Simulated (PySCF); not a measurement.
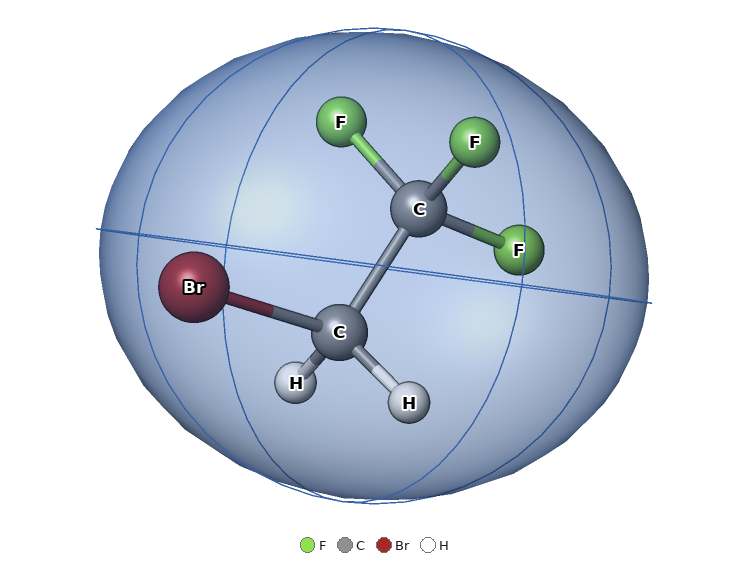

The ellipsoid shows the static dipole polarisability: its half-axes are proportional to the principal values. Computed geometry: PBE0-D3(BJ)/def2-SVP optimisation. No frequency run is at hand to confirm it as a minimum. Method: CAM-B3LYP/def2-SVPD in dimethylsulfoxide (IEF-PCM) (PySCF 2.14.0).

Question: Give the principal values, the mean and the anisotropy.

Answer: Principal values 58.2, 58.4, 75.1 bohr³; mean 63.9 bohr³ (9.47 Å³); anisotropy 16.8 bohr³, so the longest axis is 1.29 times the shortest.
